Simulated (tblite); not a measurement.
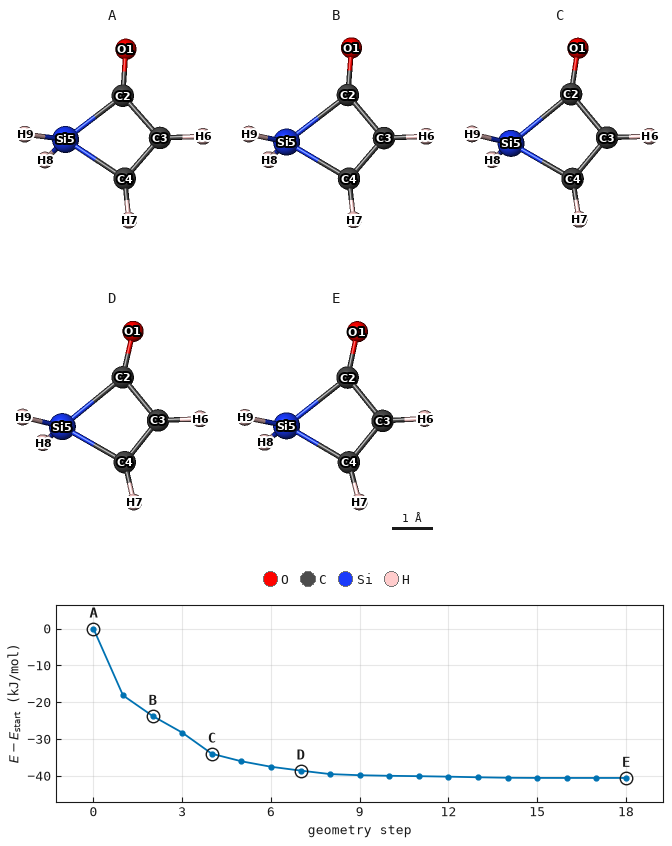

Frames of a relaxation of C₃H₄OSi, marked on the history of the run. Style: ball-and-stick. Shown from a free direction.

The calculation used GFN2-xTB geometry optimisation, gas phase in tblite. 

### Describe the path.

Over 18 geometry steps the energy falls by 40.5 kJ/mol. O1 moves most after the best rigid fit: 0.19 Å. By element the largest moves are O 0.19 Å, H 0.17 Å, Si 0.11 Å, C 0.04 Å. Among the contacts that change: C2–Si5 1.806 → 1.952 Å, Si5–H9 1.497 → 1.459 Å, Si5–H8 1.490 → 1.459 Å, C3–H6 1.104 → 1.079 Å. Among the angles between lasting bonds that change: O1–C2–Si5 129.3° → 138.8°, C3–C4–H7 132.9° → 125.8°, O1–C2–C3 136.6° → 130.7°. The run took 0.14 s on 1 thread of Arm Neoverse N1, with other jobs on the host. From step 0 to 2: Si5 moves most (0.10 Å), energy −23.7 kJ/mol. From step 2 to 4: O1 moves most (0.07 Å), energy −10.3 kJ/mol. From step 4 to 7: O1 moves most (0.08 Å), energy −4.58 kJ/mol. From step 7 to 18: H atoms move most (0.06 Å), energy −2.00 kJ/mol.

| step | E − E(0), kJ/mol |
| --- | --- |
| 0 | 0.00 |
| 1 | -18.14 |
| 2 | -23.72 |
| 3 | -28.23 |
| 4 | -33.97 |
| 5 | -36.02 |
| 6 | -37.51 |
| 7 | -38.55 |
| 8 | -39.50 |
| 9 | -39.81 |
| 10 | -39.96 |
| 11 | -40.07 |
| 12 | -40.20 |
| 13 | -40.37 |
| 14 | -40.49 |
| 15 | -40.54 |
| 16 | -40.54 |
| 17 | -40.55 |
| 18 | -40.55 |
